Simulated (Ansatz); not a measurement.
CH5NO2W (SMILES [CH3][W]([NH2])(=[O])=[O])

```yaml
atoms:
  - { symbol: C, position_ang: [1.1666, -0.2987, -1.4347] }
  - { symbol: N, position_ang: [-0.1890, 2.1500, 0.2841] }
  - { symbol: O, position_ang: [-0.2576, 2.0475, -2.7525] }
  - { symbol: O, position_ang: [-1.8400, 0.1670, -1.3211] }
  - { symbol: W, position_ang: [-0.4102, 1.1036, -1.3355] }
  - { symbol: H, position_ang: [1.1409, -0.9703, -0.5614] }
  - { symbol: H, position_ang: [1.0665, -0.9091, -2.3466] }
  - { symbol: H, position_ang: [2.1400, 0.2171, -1.4658] }
  - { symbol: H, position_ang: [-0.6973, 1.9732, 1.1480] }
  - { symbol: H, position_ang: [0.2307, 3.0770, 0.3082] }
```

Geometry: PBE0-D4/def2-SVP; core potentials replace the inner electrons of W.

The calculation used Ansatz, isolated molecule in a Gaussian basis; Kohn-Sham density functional theory, functional PBE0.

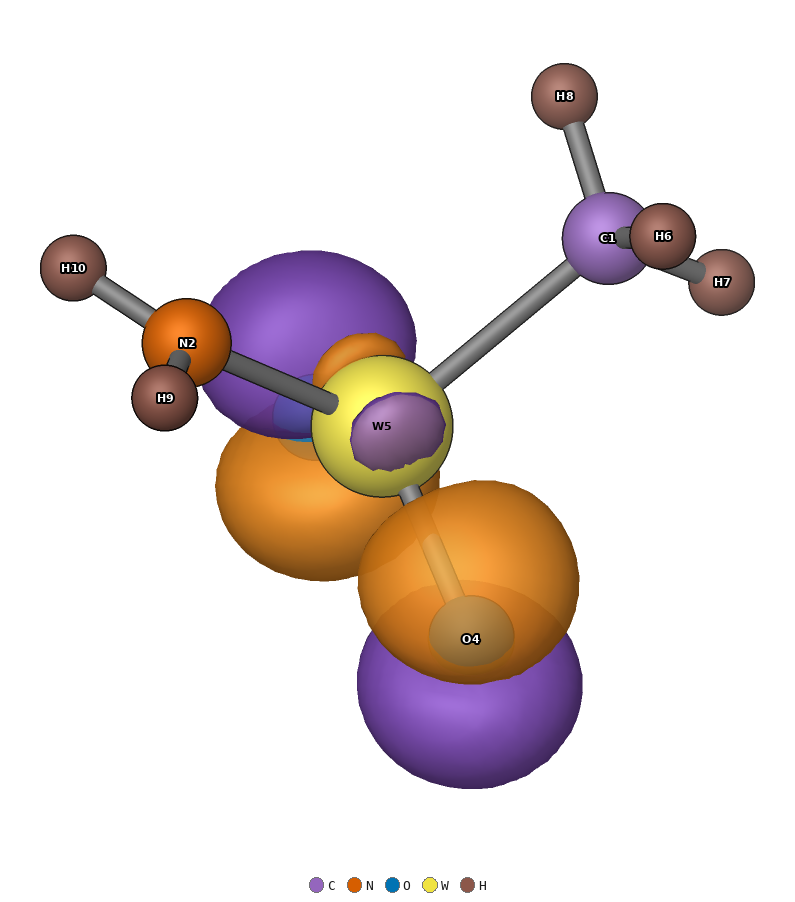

Figure 1. One frontier orbital at ±0.15 Å⁻³ᐟ² (orange and purple are the two phases), seen at an oblique angle.

> Which orbital is it: HOMO or LUMO?

The HOMO, at −8.67 eV. It lies mainly on O4 (about 45 %) and O3 (about 45 %); largely a combination of lone pairs on O4 and O3.

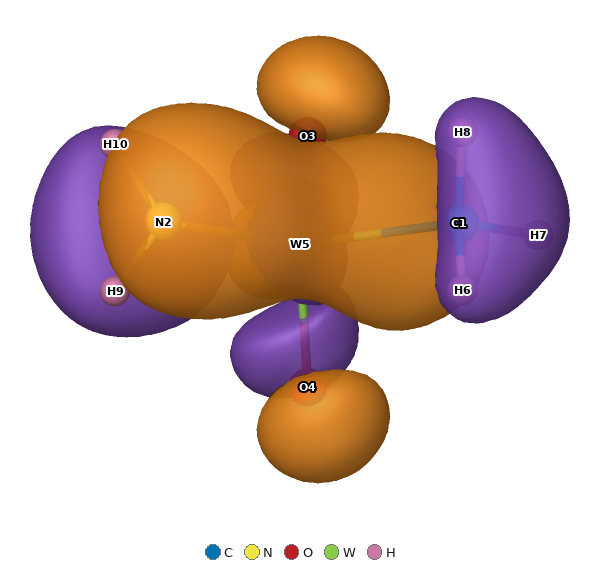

Figure 2. The HOMO−1 at ±0.08 Å⁻³ᐟ² (orange and purple are the two phases), seen from one side.

> What is the character of this orbital?

By Hirshfeld shares it lies mainly on N2 (about 45 %), W5 (about 15 %), C1 (about 15 %), O3 (about 10 %) and O4 (about 10 %). Its energy is −8.72 eV.
